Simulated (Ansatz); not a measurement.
# NCO (nco radical): UCAM-B3LYP/STO-3G

Aim: the electronic atomisation energy of NCO (nco radical) at UCAM-B3LYP/STO-3G, from 4 runs. 

Program for the calculation: Ansatz 0.2.0.

66 further runs of the same task are left out: 13 that didn't finish, 53 set aside as unsound or not needed.

## 1. The molecule

NCO: 3 atoms, total charge 0, spin state doublet. SMILES: `[N]=C=O`. Geometry: relaxed at PBE0-D4/def2-TZVP.

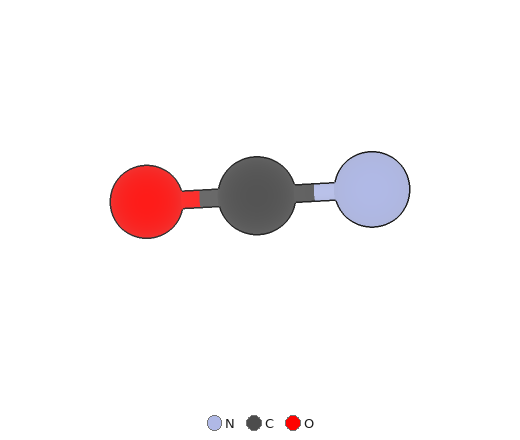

The structure, seen from a chosen angle (nitrogen light blue, carbon dark grey, oxygen red).

## 2. The energy at UCAM-B3LYP/STO-3G

File job.yaml:

```yaml
crystal:
  periodic: [false, false, false]
  atoms:
    - {symbol: "N", position_ang: [0.968200, 0.423100, 0.579200]}
    - {symbol: C, position_ang: [-0.013800, -0.006000, -0.008300]}
    - {symbol: O, position_ang: [-0.954400, -0.417100, -0.571000]}
basis:
  gaussian:
    orbitals: STO-3G
magnetization:
  spin_polarized: true
  initial_magnetization: 1
hamiltonian:
  xc: {name: CAM-B3LYP}
accuracy: high
```

On the command line:

```bash
$ ansatz run job.yaml --threads 1 --pin off --max-ram 2610MiB --events-out events.jsonl --progress --plain --runs-dir runs
```

What it wrote:

```text
Warning: RAYON_NUM_THREADS=1 ignored (pool sized by the plan → 1); use --threads N
Functional definition: CAM-B3LYP
  name "CAM-B3LYP"
  parameter alpha = 0.19
  parameter beta = 0.46
  parameter omega = 0.33/bohr
  parameter ac = 0.81
  exchange = (1 - alpha - beta)*b88_x + beta*b88_x_sr(omega) + alpha*exact_x + beta*exact_x_lr(omega)
  correlation = (1 - ac)*vwn5_c + ac*lyp_c
251 factors; integrals over basis functions are off by at most 2.2e-8 eV
127 factors; integrals over basis functions are off by at most 7.7e-10 eV
mean field evaluation 1: about -4504.9059 eV, gradient 2.1e1 eV
mean field evaluation 2: about -4503.3865 eV, gradient 2.8e1 eV
mean field evaluation 4: about -4507.5315 eV, gradient 1.5e0 eV
mean field evaluation 8: about -4507.5223 eV, gradient 3.7e-2 eV
mean field evaluation 16: about -4507.5224 eV, gradient 1.7e-5 eV
mean field evaluation 32: about -4507.5224 eV, gradient 1.1e-6 eV
mean field -4507.52238276 eV, -165.6483922580 hartree, gradient 1.3e-8 eV, S^2 0.776201; 3 other end points of the search recorded, 0 dependent functions left out
reference -4507.52239089 eV, -165.6483925570 hartree; 11, 10 occupied and 4, 5 virtual orbitals, 251 factors
Total energy: -4507.52239089 eV, -165.6483925570 hartree
```

Wall time 12 s (1 thread of Intel Xeon Platinum 8375C at 2.90GHz (Ice Lake), shared host); peak memory 0.12 GiB.

## 3. The C atom at the same level

File run.yaml:

```yaml
crystal:
  periodic: [false, false, false]
  atoms:
    - {symbol: C, position_ang: [0.000000, 0.000000, 0.000000]}
basis:
  gaussian: {orbitals: STO-3G}
magnetization: {spin_polarized: true, initial_magnetization: 2}
hamiltonian: {xc: {name: CAM-B3LYP}}
accuracy: high
```

Run the same way, it converges to -37.32769 Eh (log not shown).

## 4. The N atom at the same level

File in.yaml:

```yaml
crystal:
  periodic: [false, false, false]
  atoms:
    - {symbol: "N", position_ang: [0.000000, 0.000000, 0.000000]}
basis:
  gaussian: {orbitals: STO-3G}
accuracy: high
magnetization: {spin_polarized: true, initial_magnetization: 3}
hamiltonian: {xc: {name: CAM-B3LYP}}
```

Run the same way, it converges to -53.86224 Eh (log not shown).

## 5. The O atom

File input.yaml:

```yaml
crystal:
  periodic: [false, false, false]
  atoms:
    - symbol: O
      position_ang: [0.000000, 0.000000, 0.000000]
basis:
  gaussian:
    orbitals: STO-3G
accuracy: high
magnetization:
  spin_polarized: true
  initial_magnetization: 2
hamiltonian:
  xc: {name: CAM-B3LYP}
```

Run the same way, it converges to -74.00745 Eh (log not shown).

## 6. Results

Level: UCAM-B3LYP/STO-3G.

| quantity | value |
| --- | --- |
| molecule: total energy | -165.64839 Eh |
| molecule: ⟨S²⟩ | 0.776 |
| C atom: total energy | -37.32769 Eh |
| C atom: ⟨S²⟩ | 2.000 |
| N atom: total energy | -53.86224 Eh |
| N atom: ⟨S²⟩ | 3.750 |
| O atom: total energy | -74.00745 Eh |
| O atom: ⟨S²⟩ | 2.000 |
| electronic atomisation energy | 12.273 eV |

**Reading.** Taking the molecule apart into free atoms costs 12.27 eV (1184 kJ/mol), before zero-point energy and without spin-orbit coupling. In a minimal basis such a difference can be off by several eV, whatever the method.
